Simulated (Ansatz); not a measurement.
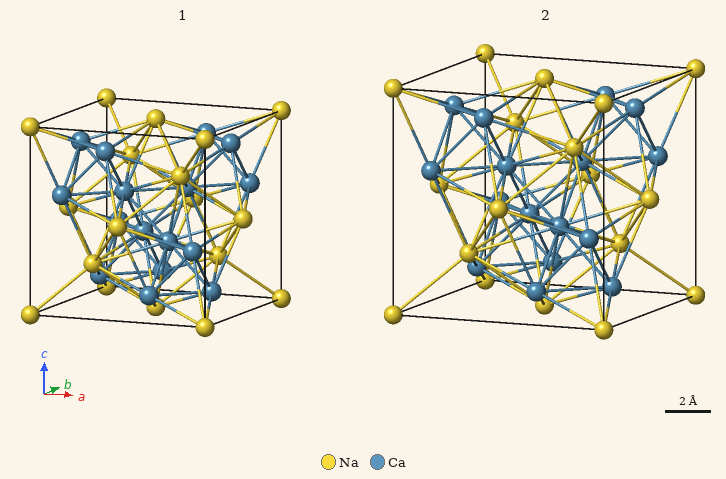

Two geometries of crystalline NaCa2 (built on the cubic Laves (C15)_227 type) (coarse preliminary run), drawn at one scale. One is the start of a relaxation, the other its converged end. A ball-and-stick model of the conventional cell (4 times the calculation's cell), seen slightly off an axis. Lengths and directions refer to the drawn axes.

All numbers below come from Ansatz, DFT PBE, scalar-relativistic, plane waves, PAW. (plane-wave cutoff 420 eV; k-point mesh 4 × 4 × 4; occupations gaussian; smearing width 0.1 eV; no spin polarisation; cell and atoms relaxed; force threshold 0.04 eV/Å; at most 70 steps)

> Which geometry has the lower energy?

Structure 2 is the relaxed one. Case: cubic Laves (C15) type (Fd-3m, No. 227). The energy falls by 685 meV per atom in 5 accepted moves (7 points after the start). All forces vanish by symmetry, so only the cell relaxes. Pressure: 15.58 GPa at the start and 0.37 GPa at the end. At 2 points the geometry stayed and the basis and grid were re-selected for the new cell (energy shift of 27.4 meV per atom at most each time). No atom moves by more than 0.005 Å relative to the cell. The drawn cell changes as follows: a = b = c 8.539 → 10.288 Å (+20.5 %); the volume changes by +74.9 %. Some distances before and after: Na–Na 3.697 → 4.455 Å, Ca–Na 3.540 → 4.265 Å, Ca–Ca 3.019 → 3.637 Å. The space group stays Fd-3m (No. 227). Cost: 23 s on 1 thread of Arm Neoverse V2 (shared host), peak memory 0.45 GiB.
